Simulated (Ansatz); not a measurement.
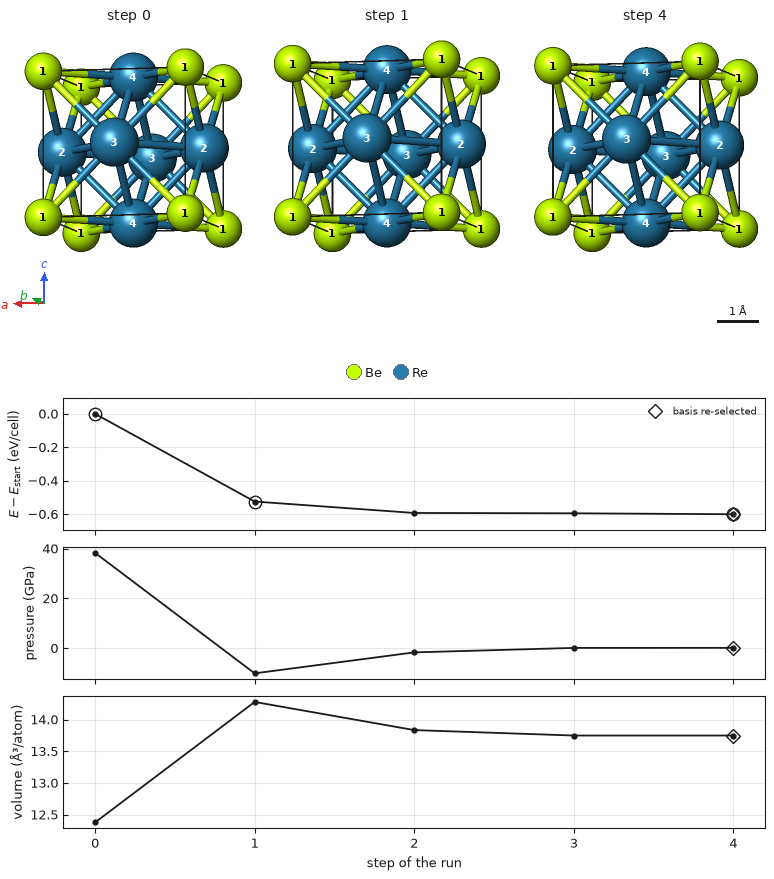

Frames of a relaxation of solid BeRe3 (built on the Cu3Au (L1_2)_221 type) (coarse preliminary run), marked on the history of the run. The picture is a ball-and-stick view of the cell of the calculation, seen from a free direction.

Case: Cu3Au (L1_2) type (Pm-3m, No. 221).

Computed with DFT PBE, scalar-relativistic, plane waves, PAW (Ansatz).

The input:
```yaml
crystal:
  lattice:
    - [3.6719229769, 0.0, 0.0]
    - [0.0, 3.6719229769, 0.0]
    - [0.0, 0.0, 3.6719229769]
  atoms:
    - { symbol: Be, position: [0.0, 0.0, 0.0] }
    - { symbol: Re, position: [0.0, 0.5, 0.5] }
    - { symbol: Re, position: [0.5, 0.0, 0.5] }
    - { symbol: Re, position: [0.5, 0.5, 0.0] }
basis:
  ecutwfc: 420
kpoints:
  mp_grid: { grid: [6, 6, 6] }
hamiltonian:
  xc: pbe
scf:
  occupations: { method: gaussian, width: 0.1 }
  lower_state_search: "off"
output:
  forces: true
  stress: true
  eigenvalues: true
relax:
  adjacent_minimum: "off"
  f_tol: 0.04
  max_steps: 70
  cell: { stress_tol: 0.4 }
```

Command:
```bash
ansatz run input.yaml --threads 1 --pin off --max-ram 2560MiB --backend cpu --events-out ev --progress --plain --runs-dir out
```

Question: Describe the path.

Answer: No atom moves by more than 0.005 Å relative to the cell. The volume changes by +11.1 %, with a = b = c 3.672 → 3.803 Å (+3.6 %). Some distances before and after: Be1–Re2 2.596 → 2.689 Å, Re2–Re3 2.596 → 2.689 Å. The space group stays Pm-3m (No. 221). After 3 accepted moves (4 points after the start) the energy has fallen by 0.601 eV per cell of the calculation. All forces vanish by symmetry, so only the cell relaxes. The pressure goes from 38.30 to 0.13 GPa. At 1 point the geometry stayed and the basis and grid were re-selected for the new cell (energy shift of 5.6 meV per cell of the calculation at most each time). From step 0 to 1: volume +15.3 %, energy −0.525 eV per cell of the calculation. From step 1 to 4: volume −3.7 %, energy −76.0 meV per cell of the calculation.
